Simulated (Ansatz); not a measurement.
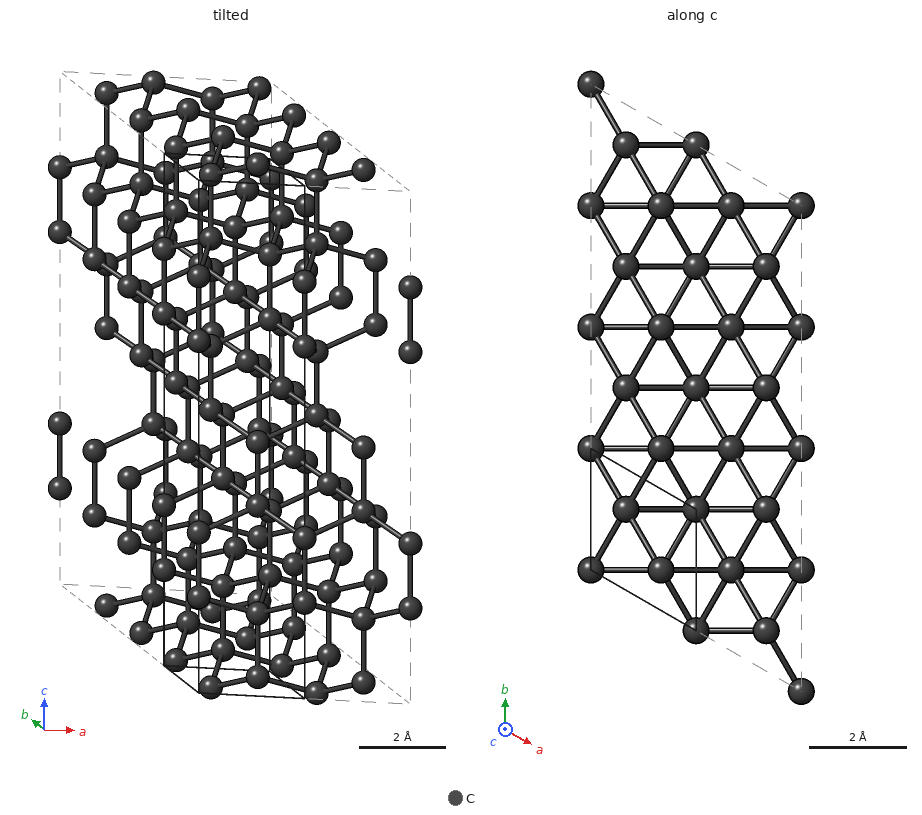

A ball-and-stick rendering, viewed slightly off an axis and along the c axis. The structure is repeated 2×4×1 times; solid lines mark one conventional unit cell. Cell: a = 2.520 Å, b = 2.520 Å, c = 12.429 Å, α = 90.00°, β = 90.00°, γ = 120.00°.

Summary of the structure:

The element is carbon. Space group: P6_3/mmc (No. 194). Lattice: primitive hexagonal. The cell holds twelve atoms. The neighbours of C are four C in a tetrahedral arrangement at about 1.5 Å. The bonds build a three-dimensional framework.

Provenance: an entry, possibly a prediction, of the Crystallography Open Database. Relaxation method: Ansatz 0.2.0, DFT PBE, scalar-relativistic, plane waves, PAW.
